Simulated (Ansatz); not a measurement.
**Nudged elastic band, with input and output: Si2NH9O2 (part 2 of 2)**

Si2NH9O2; UKS PBE/def2-SVP (Ansatz 0.2.0). It belongs to a series of runs on one base structure; here: band between the two ends.

Geometry of the input (Å):
```
Si -1.9716  -0.7355  -0.2884
O  -0.8262  -1.3221  0.8533
H  -1.8632  -1.7506  -1.3775
H  -3.3214  -0.6918  0.3710
N  -1.6698  0.8434  -0.9235
H  0.7229  -0.8503  0.0729
O  1.3594  -0.3591  -0.5094
Si 2.5199  0.5525  0.2837
H  -0.9039  -0.9278  1.7420
H  -1.9711  1.6727  -0.4058
H  -0.7586  1.0005  -1.3686
H  3.2458  1.3424  -0.7678
H  1.9159  1.5178  1.2835
H  3.5223  -0.2922  1.0344
```

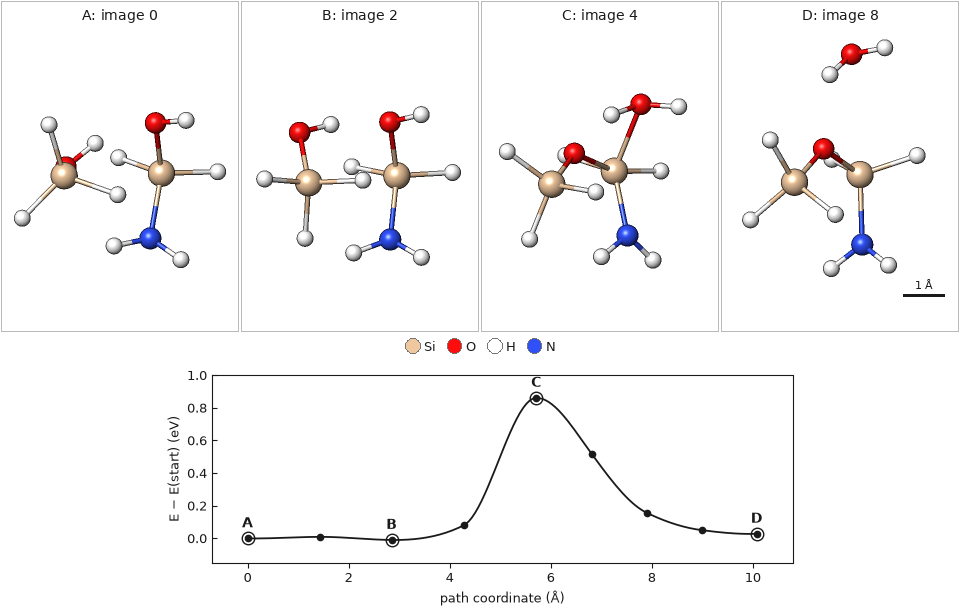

**Figure 1.** Images of the last band (counted from 0; ball-and-stick, seen at a tilt) above the energy along the path; the line is a cubic interpolation that uses the forces. The highest image is number 4, 0.861 eV above the start and 0.833 eV above the end (the climbing image); the end lies 0.028 eV above the start. The path is 10.08 Å long. The band converged in 23 iterations.

```
Total energy: -21463.55142557 eV, -788.7709663719 hartree
Atom 0 at    -1.182573    -0.590722    -0.392063 Å, force    -0.009131     0.000445    -0.002491 eV/Å
Atom 1 at    -0.867291    -1.536930     1.254351 Å, force     0.004302     0.022245    -0.009227 eV/Å
Atom 2 at    -0.936109    -1.604565    -1.465473 Å, force     0.000141    -0.000943    -0.000542 eV/Å
Atom 3 at    -2.684797    -0.664000    -0.129129 Å, force    -0.001420    -0.001904    -0.002433 eV/Å
Atom 4 at    -1.138798     1.130667    -0.609435 Å, force     0.017892    -0.020840     0.007580 eV/Å
Atom 5 at     0.180983    -1.197094     1.053742 Å, force    -0.012080    -0.006691    -0.005139 eV/Å
Atom 6 at     0.766335    -0.586863     0.026201 Å, force     0.019383     0.014487     0.027885 eV/Å
Atom 7 at     2.063347     0.467258     0.006019 Å, force    -0.005460    -0.008550    -0.010329 eV/Å
Atom 8 at    -1.284270    -1.099928     2.022124 Å, force    -0.004274    -0.005174    -0.000239 eV/Å
Atom 9 at    -2.019271     1.630607    -0.745117 Å, force    -0.005237    -0.001425    -0.001164 eV/Å
Atom 10 at    -0.335878     1.637329    -0.989675 Å, force    -0.006940     0.008989     0.001701 eV/Å
Atom 11 at     1.993008     1.345142    -1.220087 Å, force    -0.001344     0.001480    -0.001256 eV/Å
Atom 12 at     2.087704     1.368351     1.218152 Å, force     0.003076    -0.002086     0.000156 eV/Å
Atom 13 at     3.357808    -0.299254    -0.029709 Å, force     0.001091    -0.000034    -0.004501 eV/Å
Dipole moment:    -0.105839     0.317106     0.338228 e Å
this run last wrote the band of iteration 23 to [file]; this run last wrote the band within `neb.f_tol` of iteration 22 to [file]
```

**The last band as extended XYZ (Å, eV, eV/Å)**
```
14
Properties=species:S:1:pos:R:3:forces:R:3 image=0 energy=-21464.41254
Si   -1.9716   -0.7355   -0.2884   -0.0038   0.0172  -0.0090
O    -0.8262   -1.3221    0.8533    0.0062   0.0078   0.0183
H    -1.8632   -1.7506   -1.3775    0.0010   0.0036   0.0044
H    -3.3214   -0.6918    0.3710    0.0035  -0.0014  -0.0017
N    -1.6698    0.8434   -0.9235    0.0045  -0.0010   0.0140
H     0.7229   -0.8503    0.0729   -0.0018  -0.0032   0.0104
O     1.3594   -0.3591   -0.5094    0.0254   0.0266   0.0083
Si    2.5199    0.5525    0.2837   -0.0051  -0.0034  -0.0124
H    -0.9039   -0.9278    1.7420   -0.0009  -0.0074  -0.0237
H    -1.9711    1.6727   -0.4058    0.0024  -0.0120  -0.0094
H    -0.7586    1.0005   -1.3686   -0.0107  -0.0056   0.0049
H     3.2458    1.3424   -0.7678   -0.0158  -0.0132   0.0184
H     1.9159    1.5178    1.2835    0.0083  -0.0156  -0.0173
H     3.5223   -0.2922    1.0344   -0.0131   0.0077  -0.0051
14
Properties=species:S:1:pos:R:3:forces:R:3 image=1 energy=-21464.40318
Si   -1.9003   -0.6339   -0.2689   -0.0001   0.0031  -0.0023
O    -0.8343   -1.3283    0.8864    0.0015  -0.0031  -0.0005
H    -1.9290   -1.6774   -1.3348   -0.0002  -0.0011   0.0004
H    -3.2212   -0.4016    0.4074   -0.0006   0.0005   0.0002
N    -1.4241    0.8746   -0.9637    0.0007  -0.0001   0.0069
H     0.7711   -1.1493    0.1387    0.0027   0.0048   0.0033
O     1.5068   -0.7750   -0.4118   -0.0038  -0.0066  -0.0093
Si    2.3147    0.5121    0.2856    0.0056   0.0004   0.0059
H    -0.8519   -0.9036    1.7636   -0.0007   0.0022  -0.0003
H    -1.5821    1.7575   -0.4733   -0.0008  -0.0007  -0.0034
H    -0.5709    0.9126   -1.5292   -0.0007  -0.0013  -0.0012
H     2.4880    1.6016   -0.7395   -0.0030   0.0015   0.0016
H     1.5474    1.0816    1.4600   -0.0009   0.0009  -0.0020
H     3.6859    0.1290    0.7795    0.0002  -0.0006   0.0007
14
Properties=species:S:1:pos:R:3:forces:R:3 image=2 energy=-21464.42235
Si   -1.8669   -0.5678   -0.3771   -0.0001   0.0031  -0.0034
O    -0.8960   -1.2842    0.8424    0.0028  -0.0030  -0.0013
H    -1.7459   -1.5416   -1.5011    0.0021  -0.0018   0.0011
H    -3.2522   -0.4221    0.1833    0.0004  -0.0002  -0.0031
N    -1.3846    0.9923   -0.9378   -0.0025  -0.0005   0.0150
H     0.8246   -1.3070    0.4618   -0.0008   0.0016   0.0010
O     1.7711   -1.1518    0.2092   -0.0021   0.0000  -0.0031
Si    2.2870    0.4298    0.2990    0.0041  -0.0023   0.0068
H    -1.0334   -0.9368    1.7425   -0.0026   0.0017  -0.0004
H    -1.6059    1.8386   -0.4085    0.0028   0.0007  -0.0059
H    -0.5254    1.1140   -1.4808   -0.0007  -0.0007   0.0018
H     1.8069    1.2871   -0.8554    0.0010  -0.0015  -0.0018
H     1.8340    1.1280    1.5633   -0.0040   0.0023  -0.0022
H     3.7869    0.4217    0.2592   -0.0005   0.0007  -0.0046
14
Properties=species:S:1:pos:R:3:forces:R:3 image=3 energy=-21464.33233
Si   -1.6727   -0.6400   -0.3354   -0.0622  -0.0385   0.0149
O    -1.0124   -1.3092    1.1064   -0.0134   0.0305  -0.0197
H    -1.1978   -1.5943   -1.3776   -0.0325   0.0013   0.0129
H    -3.1636   -0.6299   -0.1620   -0.0635   0.0017  -0.0056
N    -1.2556    1.0014   -0.6578   -0.0379   0.0071  -0.0001
H     0.6177   -1.1197    0.6476    0.0592   0.0007  -0.0632
O     1.3096   -0.9188   -0.0391    0.0824  -0.0333   0.0299
Si    2.2693    0.4366    0.1086    0.0204  -0.0025   0.0035
H    -1.3406   -0.9177    1.9356   -0.0214   0.0309  -0.0143
H    -1.9315    1.7558   -0.5410    0.0166   0.0273   0.0209
H    -0.3748    1.3143   -1.0695    0.0054  -0.0545  -0.0167
H     2.0226    1.3700   -1.0563    0.0016   0.0005   0.0180
H     2.0139    1.2166    1.3757   -0.0034  -0.0182   0.0210
H     3.7161    0.0347    0.0646    0.0487   0.0470  -0.0014
14
Properties=species:S:1:pos:R:3:forces:R:3 image=4 energy=-21463.55138
Si   -1.1826   -0.5907   -0.3921   -0.0091   0.0004  -0.0025
O    -0.8673   -1.5369    1.2544    0.0043   0.0222  -0.0092
H    -0.9361   -1.6046   -1.4655    0.0001  -0.0009  -0.0005
H    -2.6848   -0.6640   -0.1291   -0.0014  -0.0019  -0.0024
N    -1.1388    1.1307   -0.6094    0.0179  -0.0208   0.0076
H     0.1810   -1.1971    1.0537   -0.0121  -0.0067  -0.0051
O     0.7663   -0.5869    0.0262    0.0194   0.0145   0.0279
Si    2.0633    0.4673    0.0060   -0.0055  -0.0086  -0.0103
H    -1.2843   -1.0999    2.0221   -0.0043  -0.0052  -0.0002
H    -2.0193    1.6306   -0.7451   -0.0052  -0.0014  -0.0012
H    -0.3359    1.6373   -0.9897   -0.0069   0.0090   0.0017
H     1.9930    1.3451   -1.2201   -0.0013   0.0015  -0.0013
H     2.0877    1.3684    1.2182    0.0031  -0.0021   0.0002
H     3.3578   -0.2993   -0.0297    0.0011   0.0000  -0.0045
14
Properties=species:S:1:pos:R:3:forces:R:3 image=5 energy=-21463.89290
Si   -1.0057   -0.4356   -0.5301    0.0620   0.0642  -0.0413
O    -0.7861   -1.9880    1.4928    0.0381  -0.1787   0.1197
H    -0.9196   -1.4772   -1.6080   -0.0020   0.0544  -0.0525
H    -2.3505   -0.5967    0.1350    0.1394   0.0529   0.1090
N    -1.1426    1.2546   -0.8871    0.0349   0.0679  -0.1142
H     0.0970   -1.5815    1.3099   -0.0429  -0.1590   0.1206
O     0.6341   -0.4733    0.0674   -0.0863   0.0384   0.0074
Si    1.9659    0.5491    0.0385   -0.0305   0.0158   0.0104
H    -1.2020   -1.3524    2.1067    0.0252  -0.0832   0.0394
H    -2.0494    1.7191   -0.8614   -0.0307   0.0465  -0.0482
H    -0.4204    1.8122   -1.3426   -0.0200   0.0788  -0.1587
H     1.9567    1.4197   -1.1932   -0.0095   0.0093   0.0023
H     2.0047    1.4338    1.2558   -0.0151   0.0144   0.0001
H     3.2183   -0.2839    0.0164   -0.0627  -0.0217   0.0061
14
Properties=species:S:1:pos:R:3:forces:R:3 image=6 energy=-21464.25530
Si   -0.9767   -0.2658   -0.5734    0.0035   0.0466  -0.0059
O    -0.6625   -2.3953    1.5883    0.0192  -0.0532   0.0216
H    -0.9463   -1.3332   -1.6243   -0.0087   0.0236   0.0016
H    -2.1202   -0.4283    0.3759    0.0371   0.0294   0.0450
N    -1.1922    1.3404   -1.1748   -0.0181   0.0031  -0.0575
H     0.1089   -1.8655    1.2906   -0.0022  -0.0443   0.0014
O     0.5532   -0.3664    0.1820   -0.0161   0.0171   0.0227
Si    1.9163    0.6206    0.1392   -0.0048  -0.0014   0.0104
H    -1.1262   -1.7523    2.1571    0.0109  -0.0558   0.0119
H    -1.9637    1.9234   -0.8521    0.0220   0.0343   0.0047
H    -0.6198    1.7970   -1.8838   -0.0272  -0.0050  -0.0875
H     1.9622    1.4343   -1.1284    0.0035  -0.0047   0.0035
H     1.9375    1.5542    1.3176   -0.0042   0.0136   0.0057
H     3.1297   -0.2631    0.1858   -0.0149  -0.0034   0.0223
14
Properties=species:S:1:pos:R:3:forces:R:3 image=7 energy=-21464.36206
Si   -1.0288   -0.1761   -0.4646    0.0097   0.0070   0.0198
O    -0.5911   -2.6069    1.3020    0.0048  -0.0104  -0.0094
H    -1.1026   -1.2843   -1.4626   -0.0057   0.0003   0.0057
H    -2.0644   -0.2066    0.6133    0.0012   0.0135   0.0095
N    -1.2696    1.3239   -1.2950   -0.0162   0.0038  -0.0156
H     0.1581   -2.0019    1.1108   -0.0003  -0.0035  -0.0057
O     0.5129   -0.2684    0.2750   -0.0158  -0.0132   0.0014
Si    1.8825    0.7047    0.2210    0.0066   0.0077  -0.0017
H    -1.0110   -2.1624    2.0621    0.0036  -0.0149  -0.0035
H    -1.5926    2.1622   -0.8099    0.0151   0.0122   0.0088
H    -0.8290    1.5499   -2.1877   -0.0004  -0.0139  -0.0181
H     2.0537    1.3478   -1.1301    0.0035  -0.0020  -0.0025
H     1.8115    1.7874    1.2644   -0.0048   0.0122  -0.0031
H     3.0705   -0.1693    0.5012   -0.0013   0.0012   0.0144
14
Properties=species:S:1:pos:R:3:forces:R:3 image=8 energy=-21464.38453
Si   -1.0464   -0.1458   -0.3683    0.0254   0.0046  -0.0068
O    -0.5943   -2.7141    1.0813   -0.0082   0.0074   0.0236
H    -1.2864   -1.2303   -1.3638   -0.0002   0.0001  -0.0007
H    -1.9944   -0.0929    0.7881    0.0020  -0.0063   0.0014
N    -1.2074    1.3682   -1.2000   -0.0077  -0.0008   0.0041
H     0.1842   -2.1405    0.9091   -0.0002   0.0007  -0.0022
O     0.5393   -0.3374    0.2571   -0.0114   0.0189   0.0031
Si    1.8293    0.7458    0.2026   -0.0013   0.0005  -0.0010
H    -0.8837   -2.3951    1.9571    0.0058  -0.0092  -0.0203
H    -1.3699    2.2516   -0.7149    0.0030   0.0032  -0.0014
H    -0.8848    1.5121   -2.1580   -0.0008  -0.0037  -0.0004
H     2.2724    1.0206   -1.2115   -0.0074  -0.0027   0.0267
H     1.4839    2.0557    0.8653    0.0087  -0.0229  -0.0138
H     2.9584    0.1023    0.9559   -0.0076   0.0102  -0.0123
```

**Results in brief**

```json
{"quantity": "outcome", "value": "converged"}
{"quantity": "barrier, forward", "value": "0.861 eV"}
{"quantity": "barrier, backward", "value": "0.833 eV"}
{"quantity": "hardware", "value": "4 threads of Arm Neoverse N1, 16 GiB of memory available, shared host"}
{"quantity": "wall time", "value": "9.9 min (CPU time 38 min)"}
{"quantity": "peak memory", "value": "0.23 GiB"}
```

The order of the saddle point was not checked.
